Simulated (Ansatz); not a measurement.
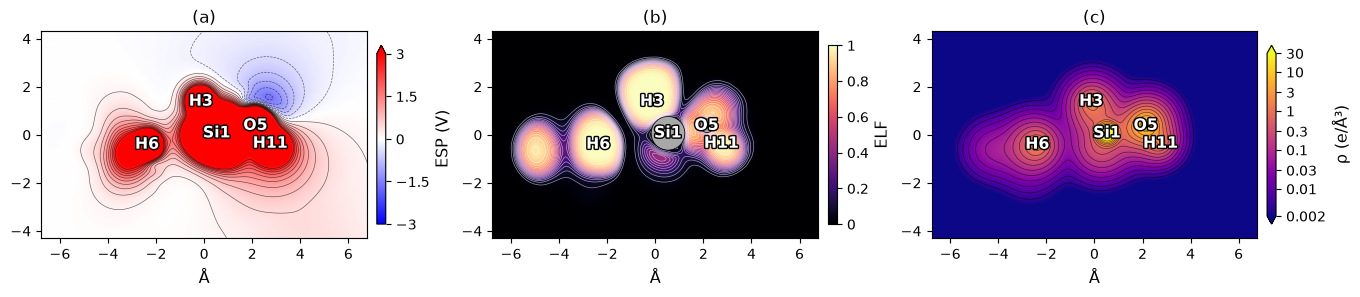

*H₄OSi···SiH₄. (a) electrostatic potential; (b) electron localisation function; (c) electron density on the plane of atoms Si1, O5 and H11. Grey discs cover the atomic cores in the ELF map.*

The product side of a reaction path; geometry: PBE0-D4/def2-TZVP.

Level of theory: Ansatz, RKS PBE0-D4/def2-TZVPP.

```
atom    x (Å)    y (Å)    z (Å)
  Si  -0.6899  -1.3926   0.0507
  Si   1.0985   1.9848  -0.2947
   H  -0.8091  -1.0643  -1.3875
   H  -0.8867  -0.1620   0.8682
   O  -1.8611  -2.5108   0.3569
   H   1.4147   0.5644  -0.6010
   H   0.6679  -1.9256   0.3466
   H   1.1115   2.1866   1.1755
   H   2.1250   2.8531  -0.9252
   H  -0.2407   2.3217  -0.8373
   H  -1.9301  -2.8553   1.2477
```

> Read the bonding off the picture.

- The plane passes through Si, H and O nuclei.
- Si1···H6 (2.95 Å): the density falls to about 0.04 e/Å³ on the way; the ELF dips to about 0 between them (a non-bonded, intermolecular contact).
- Si–O (1.65 Å): ρ at the midpoint is about 1.2 e/Å³; the ELF peaks at about 0.90 between the atoms; a shared but strongly polarised pair.
- O–H (0.96 Å): ρ at the midpoint is about 3.8 e/Å³; the ELF climbs to about 1 towards the hydrogen, as it does in any bond to H: a covalent bond by its length.
- Si–H (1.48 Å): the density is about 0.83 e/Å³ at the midpoint; the ELF climbs to about 1 towards the hydrogen.
- The ELF also peaks beside O5, away from the bonds: lone-pair regions.
- Outside the dense part of the complex the potential is most negative (−1.6 V) near O5.
